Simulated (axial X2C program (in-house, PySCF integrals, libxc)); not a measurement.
Relativistic diatomic calculation, with input and output: FLi⁺

System: FLi⁺, single determinant with Ω = 1/2.
Method: PBE, two-component X2C with atomic mean-field Coulomb and Gaunt terms, F dyall-v3z, Li dyall-v3z (cores contracted) (axial X2C program (in-house, PySCF integrals, libxc)).

What the run reported:

- outcome: converged
- bond length rₑ: 2.059 Å
- ωₑ: 287.1 cm⁻¹
- energy at the minimum: −107.01590 hartree
- hardware: 1 CPU thread, shared host
- wall time: 1.1 s

What is odd here:

This input holds a deliberate oddity: excited determinant (pick = 1.0). The program ran to the end. Its numbers are those of the input as typed; this run alone doesn't show how far the oddity moves them. To bear in mind: at long range the curve rises above F + Li⁺, so this determinant doesn't dissociate to them; at every distance an empty level lies below a filled one, since the occupations are held fixed.

The input:
```
{"zs": [9, 3], "q": 1, "bas": ["dyall-v3z", "dyall-v3z"], "levels": ["PBE0", "HF", "r2SCAN0", "PBE"], "cc": false, "r0": 1.97, "npts": 10, "nst": 2, "ntry": 6, "opt": {"pick": 1}}
```

The line is the task of a batch: nuclear charges, charge, bases, the levels to run, a first guess of the distance and further settings. This report covers PBE with spin-orbit coupling. The log is that of the reference distance 2.041 Å.

The run was one of a batch that the task file lists, launched with:
```bash
python <driver script> task.json out
```

Log:
```
two-component X2C + atomic mean field  PBE
basis functions 79  fitting functions 419  grid points 4362
iter        total energy     max residual
   1       -107.014905240     1.32e-02
   2       -107.015766196     3.98e-03
   3       -107.015698383     5.40e-03
   4       -107.015890236     2.95e-04
   5       -107.015890884     1.09e-05
   6       -107.015890884     2.17e-06
converged
one-electron -159.76881309  Coulomb 57.66792218  exact exchange 0.00000000  xc functional -11.90839225  nuclear repulsion 7.00038447  atomic mean-field constant -0.00699220
```

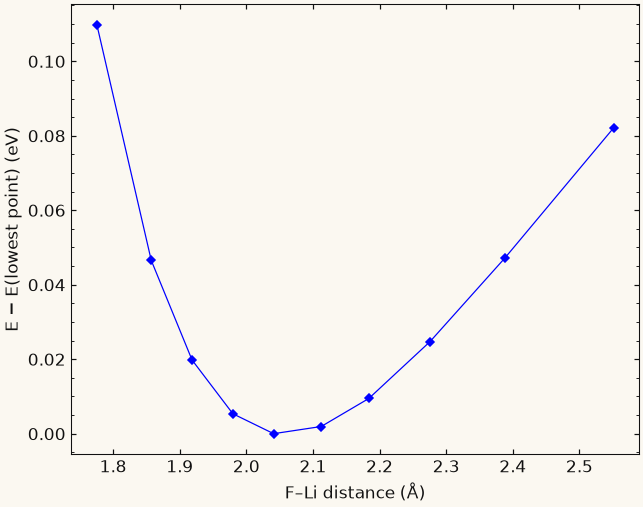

*Energy at 10 bond lengths, for one set of occupations held fixed; the line joins the points.*

A polynomial of degree 6 through 9 points gives rₑ = 2.059 Å, ωₑ = 287.1 cm⁻¹, ωₑxₑ = 10 cm⁻¹ and Bₑ = 0.7764 cm⁻¹. The minimum lies 0.04 eV below F + Li⁺, each computed as one determinant at the same level.
